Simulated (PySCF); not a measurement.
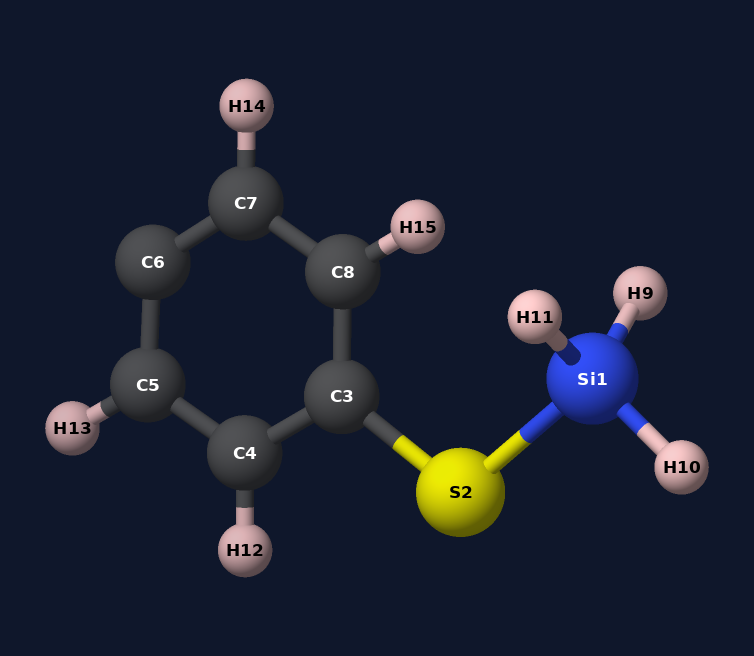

Charge 0, doublet. The geometry was computed by an optimisation with GFN2-xTB. No frequency run is at hand to confirm it as a minimum. Level of theory: UKS B3LYP, pcH-1 on C H S Si, non-relativistic (PySCF 2.14.0).

Give the isotropic hyperfine couplings (Fermi-contact term alone) of Si1, S2, C3, C4, C5, C6, C7, C8, H9, H10, H11, H12, H13, H14, H15.

| atom | isotope | a_iso (MHz) |
| --- | --- | --- |
| Si1 | 29Si | 0.0 |
| S2 | 33S | 2.1 |
| C3 | 13C | −8.8 |
| C4 | 13C | 50.7 |
| C5 | 13C | 17.0 |
| C6 | 13C | 411.1 |
| C7 | 13C | 17.4 |
| C8 | 13C | 51.4 |
| H9 | 1H | 0.0 |
| H10 | 1H | 0.0 |
| H11 | 1H | 0.0 |
| H12 | 1H | 13.8 |
| H13 | 1H | 55.0 |
| H14 | 1H | 56.4 |
| H15 | 1H | 12.2 |

The geometry is semi-empirical. Around Si such bond lengths and angles can be off by a tenth of an ångström or more and by several degrees, and values that hang on the shape move with them.
